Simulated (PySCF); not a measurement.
The calculation's input:

```
{"job": {"xc": "PBE0", "basis": "pcSseg-1", "kind": "nmr", "pop": true}, "charge": 0, "multiplicity": 1}
C      2.994933    -0.129486     0.311096
C      1.877546    -0.141678    -0.416351
C      0.488329    -0.009878     0.124895
C     -0.362327    -1.251404    -0.167955
C     -1.793923    -1.045949     0.301701
O     -2.374721     0.096055    -0.268842
C     -1.673592     1.268725     0.049199
C     -0.233400     1.220900    -0.436479
H      2.963460    -0.015962     1.400144
H      3.980911    -0.232155    -0.149912
H      1.950671    -0.257925    -1.506763
H      0.554445     0.105630     1.223283
H     -0.366830    -1.442303    -1.255365
H      0.073803    -2.139915     0.316558
H     -1.813726    -0.970241     1.410420
H     -2.428620    -1.899098     0.018797
H     -1.689324     1.436208     1.147838
H     -2.220056     2.101611    -0.418250
H     -0.229413     1.174658    -1.539429
H      0.296685     2.142882    -0.147620
```

Launched as:

```sh
OMP_NUM_THREADS=1 python ens_run.py task.json out
```

Geometry: PBE0-D3(BJ)/def2-SVP.

These are results of PySCF, PBE0/pcSseg-1, SCF density, gas phase, non-relativistic, not measurements.

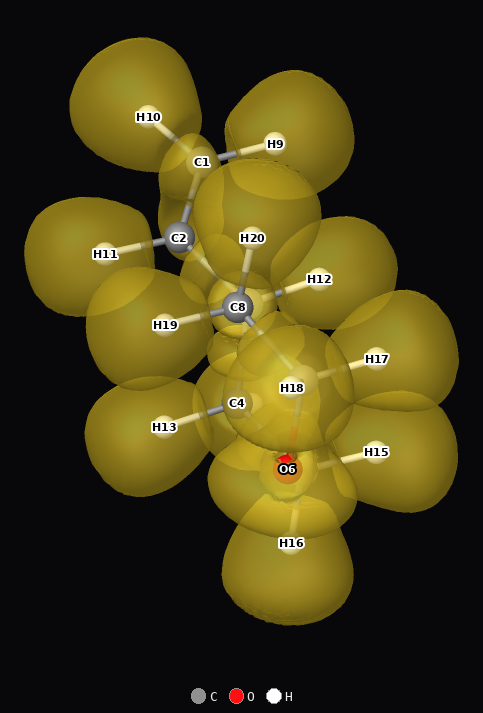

C7H12O (SMILES C=CC1CCOCC1). Isosurface of the electron localisation function at 0.75 (yellow), seen at an oblique angle. Only the valence region is drawn (cores and ρ < 0.01 e/Å³ removed).

Describe the localisation domains.

Answer. The surface consists of six regions between bonded C–C atoms (shared pairs), twelve regions around hydrogen nuclei and one region on O in which the atom's valence shell and bonds are merged.

Values along the shortest contacts:
C–C (1.33 Å): the ELF peaks at about 0.95 between the atoms: a multiple bond. C–O (1.40 Å): the ELF peaks at about 0.90 between the atoms (a shared but strongly polarised pair).
